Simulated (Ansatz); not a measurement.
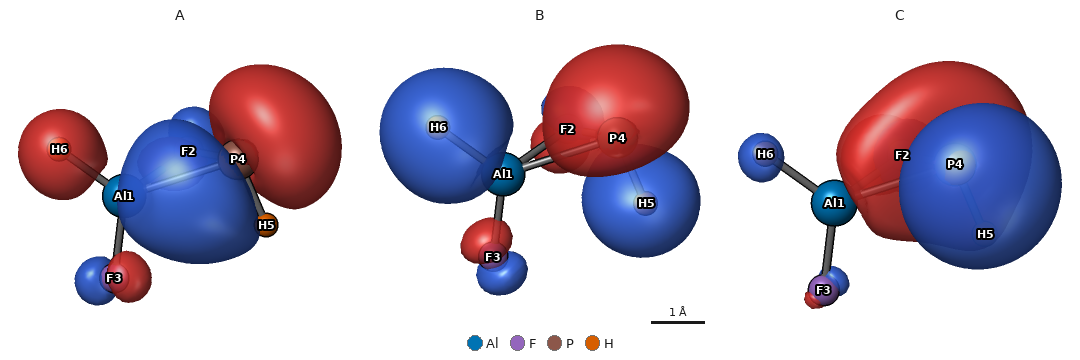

*AlF$_{2}$H$_{2}$P. Three frontier orbitals at ±0.08 Å⁻³ᐟ² (red and blue are the two phases), in no order.*

Geometry: PBE0-D3(BJ)/def2-SVP.

Method: isolated molecule in a Gaussian basis; Kohn-Sham density functional theory, functional PBE0 (Ansatz).

Input

```
crystal:
  periodic: [false, false, false]
  atoms:
    - {symbol: Al, position_ang: [-0.751004, -0.624879, -0.247895]}
    - {symbol: F, position_ang: [-0.935818, -0.397326, 1.622328]}
    - {symbol: F, position_ang: [-1.937205, 0.255102, -1.020572]}
    - {symbol: P, position_ang: [0.604128, 0.545317, 1.252881]}
    - {symbol: H, position_ang: [-0.143314, 1.751473, 1.060736]}
    - {symbol: H, position_ang: [-0.482997, -2.122116, -0.637819]}
basis:
  gaussian:
    orbitals: def2-TZVPD
magnetization:
  spin_polarized: false
  initial_magnetization: 0
hamiltonian:
  xc: {name: PBE0}
output: {forces: true, orbitals: {seedname: orbitals}}
```

Run with:

```sh
ansatz run input.yaml --threads 1 --pin off --max-ram 2610MiB --events-out events.jsonl --progress --plain --runs-dir runs
```

Which picture is the HOMO−1, the HOMO and the LUMO?

Answer. B is the HOMO−1 (−9.49 eV). Its weight (Hirshfeld) is mainly on P4 (about 45 %), H6 (about 20 %), Al1 (about 15 %) and H5 (about 15 %). A is the HOMO (−7.53 eV). It lies mainly on P4 (about 65 %) and Al1 (about 15 %). C is the LUMO (−2.64 eV). It lies mainly on P4 (about 70 %), F2 (about 15 %) and Al1 (about 10 %).

What is the HOMO–LUMO gap?

Answer. 4.89 eV between the orbital energies.
